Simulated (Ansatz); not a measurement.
**C3H3ClO: density, localisation and related maps**

```yaml
atoms:
  - { symbol: C, position_ang: [0.0412, -0.7549, 1.0476] }
  - { symbol: C, position_ang: [0.4090, 0.1885, 0.1888] }
  - { symbol: C, position_ang: [-0.4016, 0.4396, -1.0152] }
  - { symbol: O, position_ang: [-1.3947, -0.1145, -1.3438] }
  - { symbol: Cl, position_ang: [0.2845, 1.7467, -2.0181] }
  - { symbol: H, position_ang: [-0.8518, -1.3441, 0.8718] }
  - { symbol: H, position_ang: [0.6207, -0.9581, 1.9398] }
  - { symbol: H, position_ang: [1.2927, 0.7968, 0.3291] }
```

Geometry: PBE0-D4/def2-TZVP.

Theory: RKS PBE0-D4/def2-TZVPP in Ansatz 0.2.0.

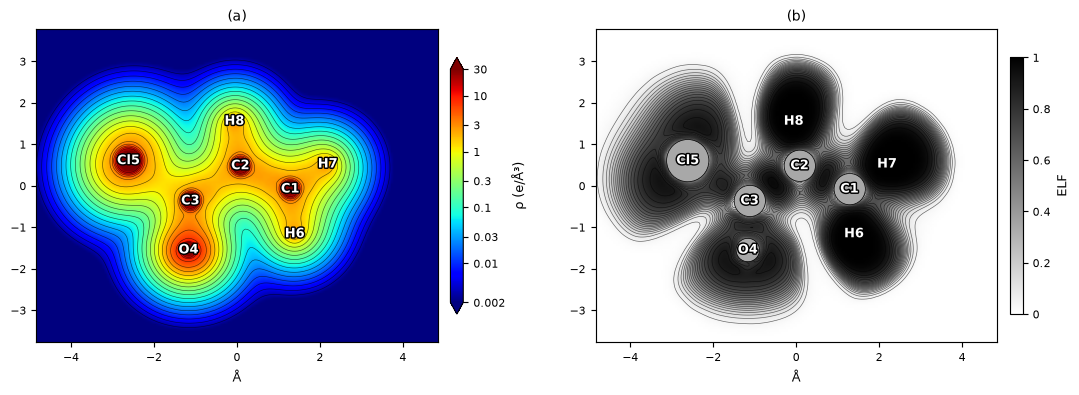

Figure 1. (a) total electron density; (b) electron localisation function on the molecular plane. Grey discs cover the atomic cores in the ELF map.

Question: Describe what can be read from this map.

Answer: Atoms in the plane: C, O, Cl and H. C–O (1.18 Å): ρ is about 3.6 e/Å³ halfway; the ELF peaks at about 0.85 between the atoms; a short, multiple covalent bond. C–C (1.33 Å): ρ is about 2.4 e/Å³ halfway; the ELF peaks at about 0.95 between the atoms (a multiple bond). C–Cl (1.78 Å): ρ at the midpoint is about 1.3 e/Å³; the ELF peaks at about 0.85 between the atoms: a covalent bond. C–H (1.08 Å): ρ is about 2.1 e/Å³ halfway; the ELF climbs to about 1 towards the hydrogen, as it does in any bond to H: a covalent bond by its length. C–C (1.47 Å): the density is about 1.9 e/Å³ at the midpoint; the ELF peaks at about 0.95 between the atoms; localised, covalent bonding. The ELF also peaks beside O4 and Cl5, away from the bonds: lone-pair regions.

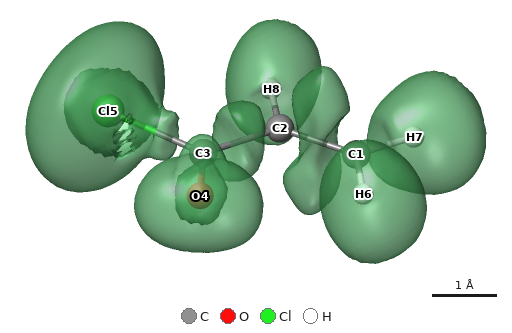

Figure 2. Isosurface of the electron localisation function at 0.75 (green), seen at an oblique angle. Core shells and regions of very low density are left out.

Question: Describe the localisation domains.

Answer: The ELF exceeds this value in two regions between bonded C–C atoms (shared pairs), three regions around hydrogen nuclei, one region on Cl in which the atom's valence shell and bonds are merged and one region on O in which the atom's valence shell and bonds are merged.

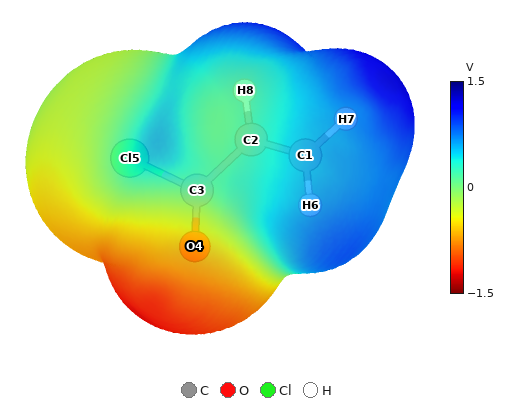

Figure 3. The electrostatic potential painted on the density surface at 0.001 e/bohr³, seen at a tilt; red is negative and blue positive.

Question: Where is the surface potential most negative and most positive?

Answer: The most negative region (about −1.2 V, or −28 kcal/mol for a unit charge) lies over O4, the most positive (about +1.2 V, or +28 kcal/mol for a unit charge) over H7. Cl5 shows a σ-hole: about +0.2 V at the tip opposite its bond, against about −0.3 V, or −7 kcal/mol for a unit charge on its flanks. O4 is the likeliest acceptor of a hydrogen bond.

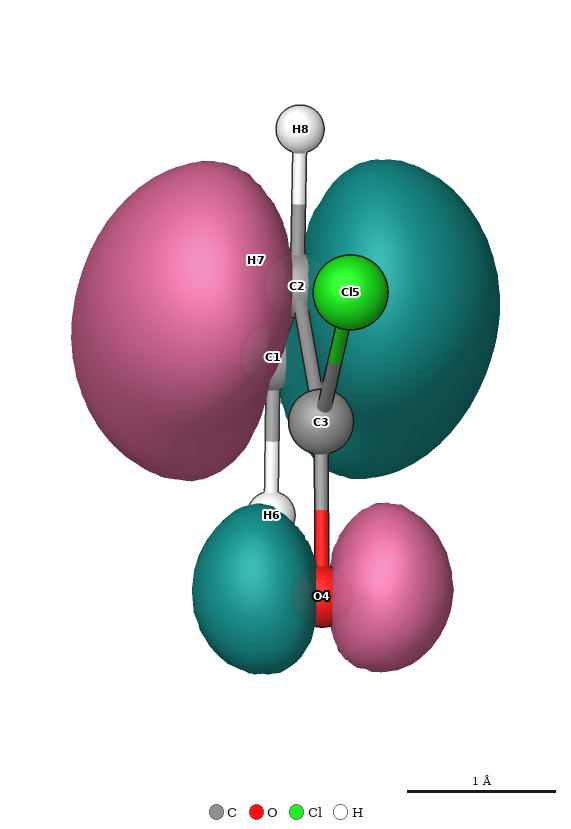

Figure 4. The HOMO−1 at ±0.15 Å⁻³ᐟ² (teal and pink are the two phases), seen at an oblique angle.

Question: What is the character of this orbital?

Answer: Its weight (Hirshfeld) is mainly on C2 (about 40 %), C1 (about 40 %) and O4 (about 10 %); it changes sign across the molecular plane (π type); π-bonding across C1–C2. Its energy is −8.92 eV.
